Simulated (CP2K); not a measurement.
**One shape, several levels: SiH2O (oxosilane)**

We compute a comparison of 3 runs (B3LYP/6-31G*, AM1, PM6) of SiH2O (oxosilane). 

The results are computed with CP2K 2026.2.

1 further run of the same task is left out (it didn't finish). Runs told in other sessions of the task aren't counted.

## 1. The molecule

SiH2O has 4 atoms, charge 0, and is taken as a singlet. SMILES: `O=[SiH2]`. The Si2–H4 distance was set to 2.674 Å, away from the relaxed value. At this shape a bond of the SMILES string is far longer than usual.

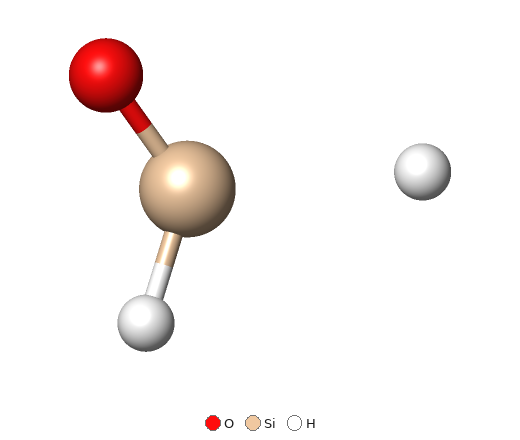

The structure, seen from a chosen angle (oxygen red, silicon light orange, hydrogen white).

## 2. A single-point energy at B3LYP/6-31G(d) (spherical functions) (run 1)

File molecule.xyz:

```xyz
4

O     -0.168565    -0.316790     2.400022
Si     0.107935    -0.720490     0.965422
H      0.554535    -2.076290     0.554322
H     -0.150000     0.922700    -1.128300
```

File job.inp:

```
&global
   project job
   run_type ENERGY
   print_level MEDIUM
&end global
&force_eval
   method QUICKSTEP
   &dft
      basis_set_file_name ./6_31gs.basis
      potential_file_name POTENTIAL
      &qs
         method GAPW
         eps_default 1.0E-10
      &end qs
      &mgrid
         cutoff 280
         rel_cutoff 50
         ngrids 4
      &end mgrid
      &poisson
         periodic NONE
         poisson_solver MULTIPOLE
      &end poisson
      &scf
         scf_guess ATOMIC
         eps_scf 1.0E-06
         max_scf 30
         &ot
            minimizer CG
            preconditioner FULL_ALL
         &end ot
         &outer_scf
            eps_scf 1.0E-06
            max_scf 10
         &end outer_scf
      &end scf
      &xc
         &xc_functional
            &hyb_gga_xc_b3lyp
            &end hyb_gga_xc_b3lyp
         &end xc_functional
         &hf
            fraction 0.2
            &screening
               eps_schwarz 1.0E-10
            &end screening
            &memory
               max_memory 1050
            &end memory
         &end hf
      &end xc
      &print
         &moments
            periodic F
            reference COM
            max_moment 1
         &end moments
         &mo_cubes
            nlumo 5
            nhomo -1
            write_cube F
         &end mo_cubes
         &lowdin ON
         &end lowdin
         &hirshfeld OFF
         &end hirshfeld
      &end print
   &end dft
   &subsys
      &cell
         abc 7.7 10 10.5
         periodic NONE
      &end cell
      &topology
         coord_file_name molecule.xyz
         coord_file_format XYZ
         &center_coordinates
         &end center_coordinates
      &end topology
      &kind O
         basis_set 6-31Gs
         potential ALL
         lebedev_grid 194
         radial_grid 100
      &end kind
      &kind Si
         basis_set 6-31Gs
         potential ALL
         lebedev_grid 194
         radial_grid 100
      &end kind
      &kind H
         basis_set 6-31Gs
         potential ALL
         lebedev_grid 194
         radial_grid 100
      &end kind
   &end subsys
&end force_eval
```

Run with:

```bash
$ OMP_NUM_THREADS=1 cp2k.psmp -i job.inp > job.out 2>&1
```

Standard output:

```text
CP2K| version string:                                       CP2K version 2026.2
[...]
 GLOBAL| Method name                                                        CP2K
[...]
 GLOBAL| Run type                                                         ENERGY
[...]
 DFT| Spin restricted Kohn-Sham (RKS) calculation                            RKS
 DFT| Multiplicity                                                             1
[...]
 DFT| Charge                                                                   0
[...]
 FUNCTIONAL| HYB_GGA_XC_B3LYP:
[...]
 QS| Method:                                                                GAPW
[...]
 QS| Density cutoff [a.u.]:                                                140.0
[...]
 QS| Relative density cutoff [a.u.]:                                        25.0
[...]
                             - Atoms:                                          4
[...]
                             - Spherical basis functions:                     36
[...]
 Number of electrons:                                                         24
[...]
     1 OT CG       0.15E+00    1.6     1.19343420      -314.8594951606 -3.15E+02
[...]
     9 OT CG       0.10E+00    0.7     0.00000076      -365.7792163074 -1.06E-10
  *** SCF run converged in     9 steps ***
[...]
  Overlap energy of the core charge distribution:               0.00000057953864
  Self energy of the core charge distribution:               -201.39147539033488
  Core Hamiltonian energy:                                   -167.59149966554770
  Hartree energy:                                              56.44472590240139
  Exchange-correlation energy:                                 -8.01383446731903
  Hartree-Fock Exchange energy:                                -5.81534251317774
[...]
                     Mulliken Population Analysis
 #  Atom  Element  Kind  Atomic population                           Net charge
       1     O        1          8.465623                             -0.465623
       2     Si       2         13.414658                              0.585342
       3     H        3          1.027555                             -0.027555
       4     H        3          1.092165                             -0.092165
 # Total charge                             24.000000                  0.000000
[...]
  Dipole moment [Debye]
    X=  0.8173572E+00 Y= -0.2037845E+01 Z= -0.1803452E+01  Total=      2.8413597
[...]
 HOMO - LUMO gap [eV] :    3.632148
 ENERGY| Total FORCE_EVAL ( QS ) energy [hartree]           -365.779216307364152
[...]
```

Run time: 44 s. Hardware: 1 thread of AMD EPYC 9B45 (Zen 5), shared host; peak memory 0.54 GiB.

## 3. A single-point energy at AM1 (run 2)

molecule.xyz is that of step 2.

File calc.inp:

```
&GLOBAL
 PROJECT_NAME calc
 RUN_TYPE ENERGY
 PRINT_LEVEL MEDIUM
&END
&FORCE_EVAL
 METHOD Quickstep
 &DFT
  # Quickstep
  &QS
   METHOD AM1
   EPS_DEFAULT 1.0E-10
   &SE
    &COULOMB
     CUTOFF [angstrom] 50
     RC_RANGE [angstrom] 0
    &END
    &EXCHANGE
     CUTOFF [angstrom] 50
     RC_RANGE [angstrom] 0
    &END
   &END
  &END
  # no periodic images
  &POISSON
   PERIODIC NONE
   POISSON_SOLVER ANALYTIC
  &END
  &SCF
   SCF_GUESS ATOMIC
   EPS_SCF 1.0E-07
   MAX_SCF 150
   ADDED_MOS 2
   &DIAGONALIZATION
    ALGORITHM STANDARD
   &END
   &MIXING
    METHOD DIRECT_P_MIXING
    ALPHA 0.4
   &END
  &END
  # extra output
  &PRINT
   &MOMENTS
    PERIODIC F
    REFERENCE COM
    MAX_MOMENT 1
   &END
   &MO ON
    ENERGIES T
    OCCUPATION_NUMBERS T
    NDIGITS 6
    &EACH
     QS_SCF 0
    &END
    ADD_LAST NUMERIC
   &END
   &HIRSHFELD OFF
   &END
  &END
 &END
 &SUBSYS
  # box in angstrom
  &CELL
   ABC 8.7 11 11.5
   PERIODIC NONE
  &END
  &TOPOLOGY
   COORD_FILE_NAME molecule.xyz
   COORD_FILE_FORMAT XYZ
   &CENTER_COORDINATES
   &END
  &END
 &END
&END
```

Run with:

```bash
$ OMP_NUM_THREADS=1 cp2k.psmp -i calc.inp > calc.out 2>&1
```

Standard output:

```text
CP2K| version string:                                       CP2K version 2026.2
[...]
 GLOBAL| Method name                                                        CP2K
[...]
 GLOBAL| Run type                                                         ENERGY
[...]
                             - Atoms:                                          4
[...]
                             - Spherical basis functions:                     10
[...]
 Number of electrons:                                                         12
[...]
     1 P_Mix/Diag. 0.40E+00    0.0     0.77645927       -13.7440395354 -1.37E+01
[...]
    23 DIIS/Diag.  0.49E-07    0.0     0.00000004       -15.6761617076 -3.20E-14
  *** SCF run converged in    23 steps ***
  Core-core repulsion energy [eV]:                            293.94450197875045
  Core Hamiltonian energy [eV]:                              -699.95309928739800
  Two-electron integral energy [eV]:                          -41.12291262861226
  Electronic energy [eV]:                                    -720.51455560170416
  Total energy [eV]:                                         -426.57005362295376
  Atomic reference energy [eV]:                               429.69578612601964
  Heat of formation [kcal/mol]:                                72.08110960764489
[...]
 SE_DIPOLE| Moment [Debye]         -0.51438724       0.98940606       2.02217691
 SE_DIPOLE| Derivative [a.u.]       0.00000000       0.00000000       0.00000000
 ENERGY| Total FORCE_EVAL ( QS ) energy [hartree]            -15.676161707600041
[...]
```

It took 0.74 s on 1 thread of AMD EPYC 9B45 (Zen 5), shared host; peak memory 0.19 GiB.

## 4. The energy at PM6 (run 3)

File calc.inp:

```
&FORCE_EVAL
  METHOD QS
  &DFT
    CHARGE 0
    MULTIPLICITY 1
    # Quickstep
    &QS
      METHOD PM6
      EPS_DEFAULT 1.0E-10
      &SE
        &COULOMB
          CUTOFF [angstrom] 50
          RC_RANGE [angstrom] 0
        &END COULOMB
        &EXCHANGE
          CUTOFF [angstrom] 50
          RC_RANGE [angstrom] 0
        &END EXCHANGE
      &END SE
    &END QS
    &POISSON
      PERIODIC NONE
      POISSON_SOLVER ANALYTIC
    &END POISSON
    # SCF settings
    &SCF
      SCF_GUESS ATOMIC
      EPS_SCF 1.0E-07
      MAX_SCF 100
      ADDED_MOS 2
      &DIAGONALIZATION
        ALGORITHM STANDARD
      &END DIAGONALIZATION
      &MIXING
        METHOD DIRECT_P_MIXING
        ALPHA 0.4
      &END MIXING
    &END SCF
    &PRINT
      &MOMENTS
        PERIODIC F
        REFERENCE COM
        MAX_MOMENT 1
      &END MOMENTS
      &MO ON
        ENERGIES T
        OCCUPATION_NUMBERS T
        NDIGITS 6
        &EACH
          QS_SCF 0
        &END EACH
        ADD_LAST NUMERIC
      &END MO
      &HIRSHFELD OFF
      &END HIRSHFELD
    &END PRINT
  &END DFT
  # structure
  &SUBSYS
    &CELL
      ABC [angstrom] 10.7 13 13.5
      PERIODIC NONE
    &END CELL
    &COORD
      O     -0.168565    -0.316790     2.400022
      Si     0.107935    -0.720490     0.965422
      H      0.554535    -2.076290     0.554322
      H     -0.150000     0.922700    -1.128300
    &END COORD
    &TOPOLOGY
      &CENTER_COORDINATES
      &END CENTER_COORDINATES
    &END TOPOLOGY
  &END SUBSYS
&END FORCE_EVAL

&GLOBAL
  PROJECT calc
  RUN_TYPE ENERGY
  PRINT_LEVEL MEDIUM
&END GLOBAL
```

Run with:

```bash
$ OMP_NUM_THREADS=1 cp2k.psmp calc.inp > calc.out
```

Standard output:

```text
CP2K| version string:                                       CP2K version 2026.2
[...]
 GLOBAL| Method name                                                        CP2K
[...]
 GLOBAL| Run type                                                         ENERGY
[...]
                             - Atoms:                                          4
[...]
                             - Spherical basis functions:                     15
[...]
 Number of electrons:                                                         12
[...]
     1 P_Mix/Diag. 0.40E+00    0.0     0.83694638       -12.0439052552 -1.20E+01
[...]
    24 DIIS/Diag.  0.73E-07    0.0     0.00000010       -14.2060096949 -1.01E-13
  *** SCF run converged in    24 steps ***
  Core-core repulsion energy [eV]:                            250.09841393926789
  Core Hamiltonian energy [eV]:                              -642.56563486297716
  Two-electron integral energy [eV]:                           11.80407608911428
  Electronic energy [eV]:                                    -636.66359681841993
  Total energy [eV]:                                         -386.56518287915213
  Atomic reference energy [eV]:                               389.85107162601963
  Heat of formation [kcal/mol]:                                75.77440062102855
[...]
 SE_DIPOLE| Moment [Debye]         -0.76542863       0.92429505       4.49414320
 SE_DIPOLE| Derivative [a.u.]       0.00000000       0.00000000       0.00000000
 ENERGY| Total FORCE_EVAL ( QS ) energy [hartree]            -14.206009694946600
[...]
```

Run time: 0.74 s. Hardware: 1 thread of AMD EPYC 9B45 (Zen 5), shared host; peak memory 0.19 GiB.

## 5. Overview of the runs

```
run                               level  scheme  SCF convergence threshold  energy (Eh)  dipole moment (D)  HOMO energy (eV)  LUMO energy (eV)  wall time
  1  B3LYP/6-31G* (spherical functions)    GAPW                      1e-06  -365.779216               2.84             -7.29             -3.66       44 s
  2                                 AM1       –                      1e-07   -15.676162               2.31             -8.45             -1.39     0.74 s
  3                                 PM6       –                      1e-07   -14.206010               4.65             -8.39             -1.78     0.74 s
```

## 6. Results

```
                quantity          value
     run 3: total energy   -14.20601 Eh
    run 3: dipole moment         4.65 D
      run 3: HOMO energy       -8.39 eV
      run 3: LUMO energy       -1.78 eV
    run 3: HOMO–LUMO gap        6.61 eV
run 3: heat of formation  75.8 kcal/mol
```

What this shows: The dipole moment (its size) runs from 2.31 D (AM1) to 4.65 D (PM6). The HOMO–LUMO gap runs from 3.63 eV (B3LYP/6-31G*) to 7.06 eV (AM1). The two ends differ in method and basis and Hamiltonian. In all runs a closed-shell determinant meets a far-stretched bond; if it breaks into open shells, such a determinant describes it badly, and no broken-symmetry solution was shown. Force-field and semi-empirical energies have zeros of their own, so their totals don't compare. All runs together took 45 s, the longest 44 s.
